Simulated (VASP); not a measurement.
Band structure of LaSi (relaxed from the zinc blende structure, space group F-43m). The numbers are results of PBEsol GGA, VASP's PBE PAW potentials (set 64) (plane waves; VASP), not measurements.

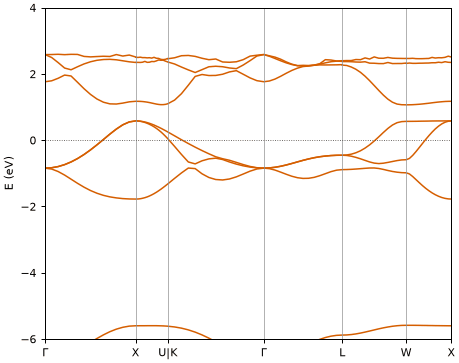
*Bands along high-symmetry lines, zero at the valence-band maximum or, without a gap, the Fermi level*

### Question
Read the plot: is there a gap, and where are the band edges?

### Answer
It has no gap at this level: it comes out as a metal or semimetal. (Edges off the drawn lines would not show.)

The structure was generated: LaSi was put into the zinc blende type (F-43m), which need not be its known phase. It was relaxed first, which changed the volume by -25 %. The electron count is odd and the run is not spin-polarised, which forces a metal.
